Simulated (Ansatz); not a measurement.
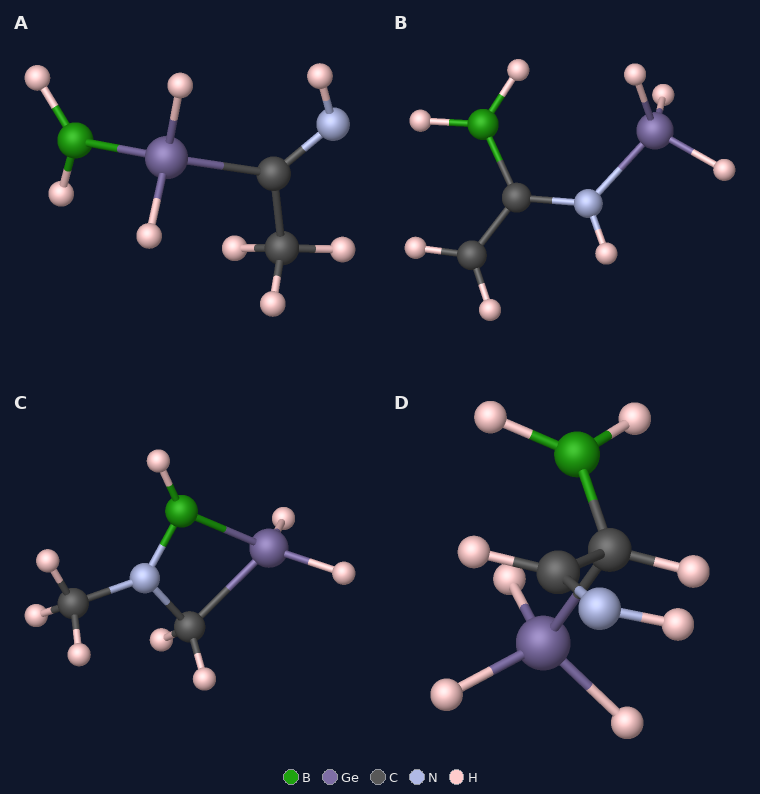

(Drawn from a calculation with Ansatz.)

Match each picture to its SMILES.
(1) CN1[BH][GeH2][CH2]1
(2) BC(=C)[NH][GeH3]
(3) [H]/N=[C](/C)[GeH2][BH2]
(4) [H]/N=C\[C@H](B)[GeH3]

A is (3), B is (2), C is (1), D is (4).
